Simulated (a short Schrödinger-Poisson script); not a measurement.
Structure: gated Al0.25Ga0.75As/GaAs δ-doped gas, at 20 K.

| layer | material | thickness (nm) | Na (cm⁻³) |
|---|---|---|---|
| 1 | Al0.25Ga0.75As | 15 | - |
| 2 | Al0.25Ga0.75As | 3 | - |
| 3 | GaAs | 6000 | 9e14 |

Constants are typed, rounded textbook-type inputs, not results; the design itself was drawn at random and stands for no fabricated device. Al0.25Ga0.75As: permittivity 12.19, conduction-band edge (eV) 0.198, gap (eV) 1.736, electron mass (mₑ) 0.0878, Nv at 300 K (cm⁻³) 9e18. GaAs: permittivity 12.9, conduction-band edge (eV) 0, gap (eV) 1.424, Nv at 300 K (cm⁻³) 9e18.

Channel valleys (confinement mass, in-plane density-of-states mass, number): Γ 0.067, 0.067, 1. At the gate the conduction-band edge of layer 1 lies 0.95 eV − eVg above the Fermi level of the channel; the field vanishes at the back. Sheet of ionised δ-doping: +3e12 e/cm² at 15 nm from the gate. The barrier under the gate holds no holes. Gaps are held at their typed values at every temperature. Mesh 0.08 nm at interfaces.

Solved with a short Schrödinger-Poisson script written for these runs: 1D Poisson equation in equilibrium, electrons quantum, Hartree (BenDaniel-Duke, 40 states a valley, the channel's in-plane mass for all, wave functions free to enter the barrier), parabolic valleys, classical holes, full ionisation, no traps, pinning or gate leakage.

Only gate voltages with over 1e8 electrons/cm² are shown.

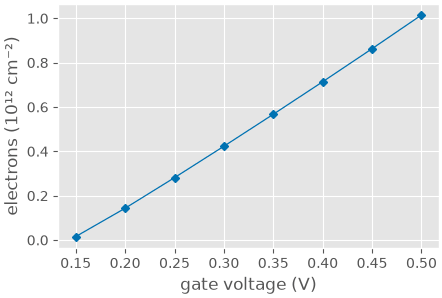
Figure. Sheet density against gate voltage

| Vg (V) | electrons (cm⁻²) | in the channel layer | C (μF/cm²) | Γ E0 (meV) | Γ E1 (meV) |
|---|---|---|---|---|---|
| 0.5 | 1.01e12 | 9.62e11 | 0.492 | -35.2 | 0.4 |
| 0.45 | 8.63e11 | 8.25e11 | 0.483 | -30.5 | 2.7 |
| 0.4 | 7.14e11 | 6.87e11 | 0.474 | -25.5 | 6.0 |
| 0.35 | 5.67e11 | 5.50e11 | 0.467 | -20.3 | 9.6 |
| 0.3 | 4.23e11 | 4.12e11 | 0.459 | -15.1 | 13.1 |
| 0.25 | 2.81e11 | 2.76e11 | 0.449 | -10.0 | 16.4 |
| 0.2 | 1.43e11 | 1.41e11 | 0.435 | -5.0 | 19.4 |
| 0.15 | 1.55e10 | 1.54e10 | 0.342 | 1.7 | 24.0 |

Subbands count from the Fermi level.
